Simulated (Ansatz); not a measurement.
# B3LYP/def2-SVP (core potential) run of ZrCl4 (zirconium tetrachloride)

What is the energy change on altering one bond length of ZrCl4 (zirconium tetrachloride) at B3LYP/def2-SVP (core potential)? 

The calculation is run with Ansatz 0.2.0.

2 further runs of the same task are left out: 2 set aside as unsound or not needed.

### Step 1. Starting point

ZrCl4: 5 atoms, total charge 0, spin state singlet. As SMILES, `Cl[Zr](Cl)(Cl)Cl`. The shape is that of a PBE0-D4/def2-TZVP optimisation.

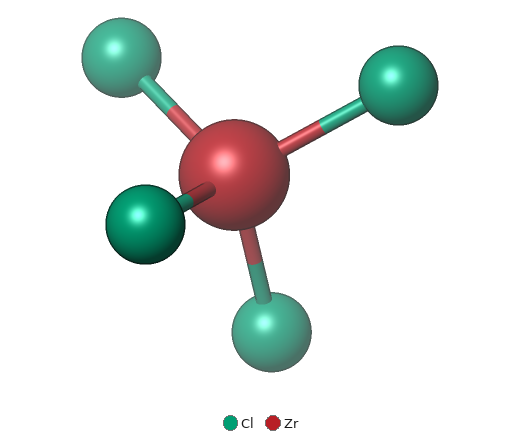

The structure, seen from a chosen angle (chlorine teal, zirconium red).

### Step 2. The energy at B3LYP/def2-SVP (core potential)

input.yaml reads:

```yaml
crystal:
  periodic: [false, false, false]
  atoms:
    - {symbol: Cl, position_ang: [-0.109970, -0.230800, 2.301810]}
    - {symbol: Zr, position_ang: [0.000020, 0.000000, -0.000020]}
    - {symbol: Cl, position_ang: [1.545400, -1.499220, -0.853260]}
    - {symbol: Cl, position_ang: [-2.081750, -0.430080, -0.919260]}
    - {symbol: Cl, position_ang: [0.646280, 2.160110, -0.529270]}
basis:
  gaussian:
    orbitals: def2-SVP
hamiltonian:
  xc: {name: B3LYP}
accuracy: high
output:
  orbitals: {seedname: orbitals}
```

On the command line:

```console
$ ansatz run input.yaml --threads 1 --pin off --max-ram 3480MiB --events-out events.jsonl --progress --plain --runs-dir runs
```

The program printed:

```text
Warning: RAYON_NUM_THREADS=1 ignored (pool sized by the plan → 1); use --threads N
Functional definition: B3LYP
  name "B3LYP"
  parameter a0 = 0.2
  parameter ax = 0.72
  parameter ac = 0.81
  exchange = (1 - a0 - ax)*slater_x + ax*b88_x + a0*exact_x
  correlation = (1 - ac)*vwn_rpa_c + ac*lyp_c
2057 factors; integrals over basis functions are off by at most 7.0e-8 eV
mean field evaluation 1: about -51364.8632 eV, gradient 2.2e1 eV
mean field evaluation 2: about -51360.1730 eV, gradient 4.9e1 eV
mean field evaluation 4: about -51366.1052 eV, gradient 1.5e0 eV
mean field evaluation 8: about -51366.1885 eV, gradient 1.5e-2 eV
mean field evaluation 16: about -51366.1885 eV, gradient 7.3e-7 eV
mean field -51366.18846177 eV, -1887.6726087171 hartree, gradient 1.3e-8 eV, S^2 0.000000; 0 other end points of the search recorded, 0 dependent functions left out
reference -51366.18850346 eV, -1887.6726102490 hartree; 40, 40 occupied and 63, 63 virtual orbitals, 2057 factors
Total energy: -51366.18850346 eV, -1887.6726102490 hartree
```

Run time: 8.1 s. Hardware: 1 thread of Intel Xeon 6975P-C (Granite Rapids), shared host; peak memory 0.45 GiB.

### Step 3. The distorted shape, same level

job.yaml reads:

```yaml
crystal:
  periodic: [false, false, false]
  atoms:
    - symbol: Cl
      position_ang: [0.202322, -0.166283, 2.439708]
    - symbol: Zr
      position_ang: [0.312312, 0.064517, 0.137878]
    - symbol: Cl
      position_ang: [1.857692, -1.434703, -0.715362]
    - symbol: Cl
      position_ang: [-2.081750, -0.430080, -0.919260]
    - symbol: Cl
      position_ang: [0.958572, 2.224627, -0.391372]
basis:
  gaussian:
    orbitals: def2-SVP
hamiltonian:
  xc: {name: B3LYP}
output: {orbitals: {seedname: orbitals}}
accuracy: high
```

On the command line:

```console
$ ansatz run job.yaml --threads 1 --pin off --max-ram 3480MiB --events-out events.jsonl --progress --plain --runs-dir runs
```

The program printed:

```text
Warning: RAYON_NUM_THREADS=1 ignored (pool sized by the plan → 1); use --threads N
[... 7 set-up lines as earlier in the session ...]
2062 factors; integrals over basis functions are off by at most 5.0e-9 eV
mean field evaluation 1: about -51363.6038 eV, gradient 2.6e1 eV
mean field evaluation 2: about -51342.0377 eV, gradient 9.9e1 eV
mean field evaluation 4: about -51365.5605 eV, gradient 3.4e0 eV
mean field evaluation 8: about -51365.6689 eV, gradient 1.5e-1 eV
mean field evaluation 16: about -51365.6690 eV, gradient 3.2e-5 eV
mean field -51365.66897542 eV, -1887.6535179457 hartree, gradient 6.4e-8 eV, S^2 0.000000; 0 other end points of the search recorded, 0 dependent functions left out
reference -51365.66901801 eV, -1887.6535195108 hartree; 40, 40 occupied and 63, 63 virtual orbitals, 2062 factors
Total energy: -51365.66901801 eV, -1887.6535195108 hartree
```

Wall time 7.8 s (1 thread of Intel Xeon 6975P-C (Granite Rapids), shared host); peak memory 0.46 GiB.

### Step 4. Outcome

Level: B3LYP/def2-SVP (core potential).

| quantity | value |
| --- | --- |
| first shape: total energy | -1887.67261 Eh |
| first shape: HOMO energy | -9.33 eV |
| first shape: LUMO energy | -2.70 eV |
| first shape: HOMO–LUMO gap | 6.63 eV |
| distorted shape: total energy | -1887.65352 Eh |
| distorted shape: HOMO energy | -8.50 eV |
| distorted shape: LUMO energy | -3.22 eV |
| distorted shape: HOMO–LUMO gap | 5.28 eV |
| energy change with the Zr2–Cl4 bond stretched from 2.316 to 2.663 Å | 0.519 eV |

In words: With the Zr2–Cl4 bond stretched from 2.316 to 2.663 Å the energy rises by 0.52 eV (12.0 kcal/mol). The first shape isn't relaxed at this level, so the change isn't measured from a minimum.
